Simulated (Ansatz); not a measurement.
# BN: carrier doping

Start from BN in the zinc blende structure (space group F-43m, No. 216; a = 3.6247 Å).

Carriers are added at fixed cell with a uniform background; the Fermi–Dirac width is that of 300 K.

Method: PBE (Ansatz, a program for electronic structure; PAW; 420 eV plane waves; no spin-orbit coupling).

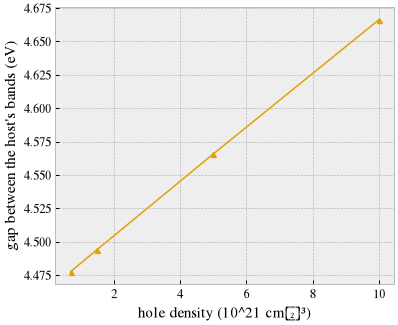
*Gap between the host's bands against hole density*

**Question.** From the plot, what is the gap between the host's bands for holes 1.0×10^22 cm⁻³?

**Answer.** About 4.67 eV.

**Question.** Is the trend monotonic over the range shown?

**Answer.** Yes, it rises throughout, spanning 4.48 eV to 4.67 eV.

Carriers are added with a uniform compensating background; total energy and stress of such cells depend on the potential's zero and are not compared; many-body gap narrowing is missing at this level. Whether these cells are dynamically stable was not tested.
